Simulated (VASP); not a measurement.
Band structure of PbF₂ (fluorite). All values below come from optB88-vdW, VASP's PBE PAW potentials (set 64) (plane waves; VASP).

Unless said otherwise, spin-orbit coupling is left out, though it shifts the bands of the heavy elements here.

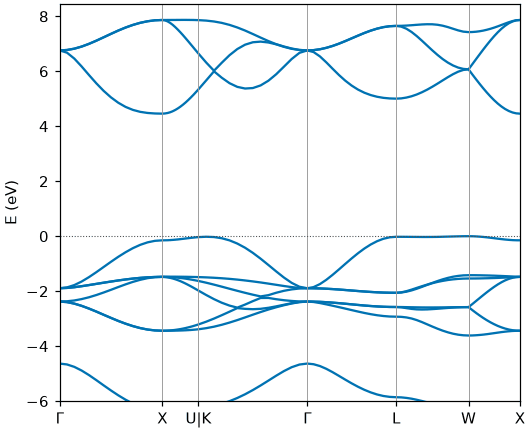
Figure. Bands along high-symmetry lines, zero at the valence-band maximum or, without a gap, the Fermi level

Read the plot: is there a gap, and where are the band edges?

The gap is indirect, 4.46 eV, from the valence maximum at W to the conduction minimum at X. (Edges off the drawn lines would not show.)

The compound is PbF2 in the fluorite structure, the β form. It was relaxed first.
